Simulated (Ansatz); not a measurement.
# C2H8BClSi (SMILES CB(C)[SiH2]Cl): what the fields show

```xyz
13

C    -1.1362   -0.9244    0.8348
B    -0.0377   -0.1978   -0.0012
C    -0.2543    0.1720   -1.5084
Si    1.7219    0.3209    0.8716
Cl    1.9245   -0.5315    2.7762
H    -1.9129   -1.4357    0.2434
H    -0.7520   -1.5848    1.6278
H    -1.6479   -0.0987    1.3761
H     0.3452    1.0067   -1.9044
H     0.0847   -0.7322   -2.0580
H    -1.3131    0.3087   -1.7853
H     2.9106   -0.1056    0.0675
H     1.8244    1.8062    1.0392
```

Level of theory: Ansatz, RKS r2SCAN/def2-SVP.

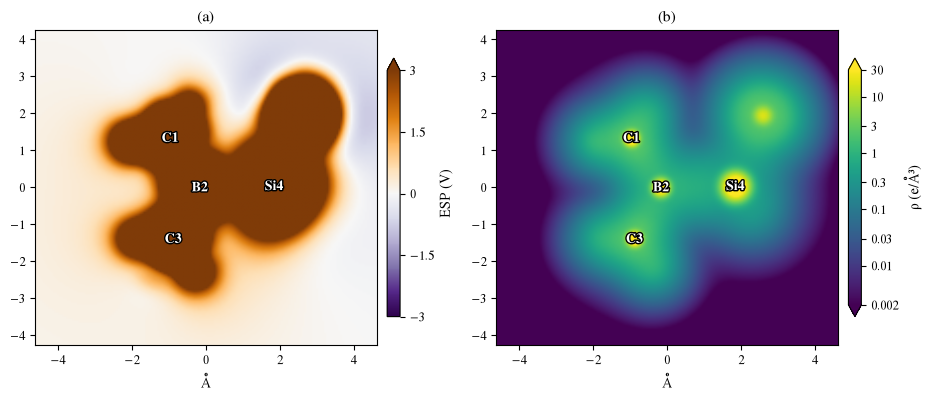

Figure 1. (a) electrostatic potential; (b) total electron density on the plane of atoms C1, B2 and C3.

What does the map show?

Answer. The section cuts through C, B and Si sites. C–B (1.56 Å): ρ is about 1.4 e/Å³ halfway. Si–B (2.03 Å): ρ is about 0.8 e/Å³ halfway. Outside the dense part of the molecule the potential is most negative (−0.8 V) near Cl5, which lies off the plane.

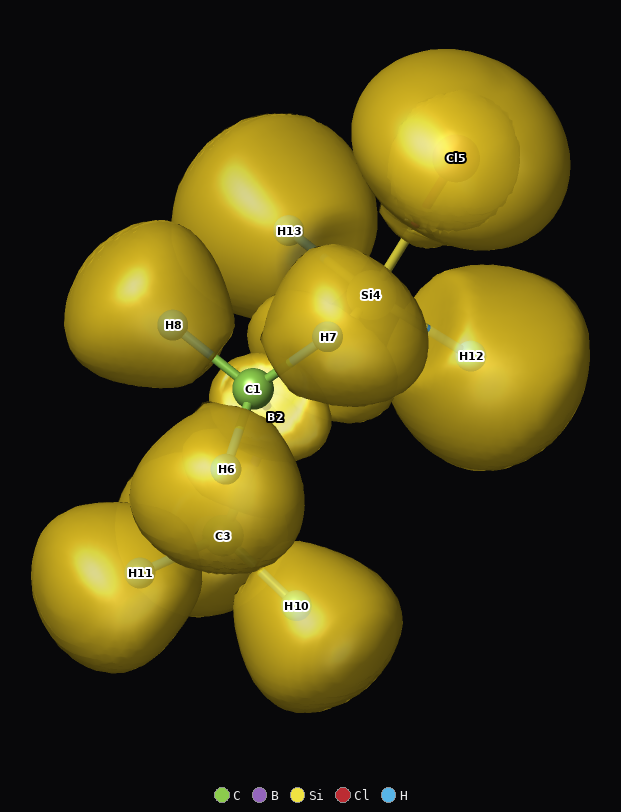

Figure 2. Isosurface of the ELF at 0.8 (yellow), seen at an oblique angle. Only the valence region is drawn (cores and ρ < 0.01 e/Å³ removed).

Describe the localisation domains.

Answer. The ELF exceeds this value in two regions between bonded B–C atoms (shared pairs), one region between bonded B–Si atoms (shared pairs), eight regions around hydrogen nuclei and one region on Cl in which the atom's valence shell and bonds are merged. Profiles from the grid: C–B (1.56 Å): the ELF peaks at about 0.95 between the atoms (a covalent bond). Si–B (2.03 Å): the ELF peaks at about 1 between the atoms; a shared electron pair.

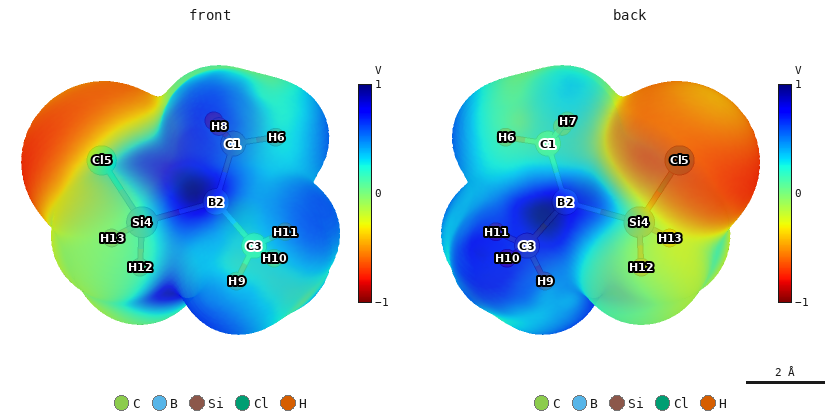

Figure 3. The molecular electrostatic potential painted on the density surface at 0.001 e/bohr³, seen from the front and from behind; the colour scale runs from red (negative) to blue (positive).

Describe the electrostatic potential map.

Answer. The most negative region (about −0.7 V) lies over Cl5, the most positive (about +1.0 V) over B2.
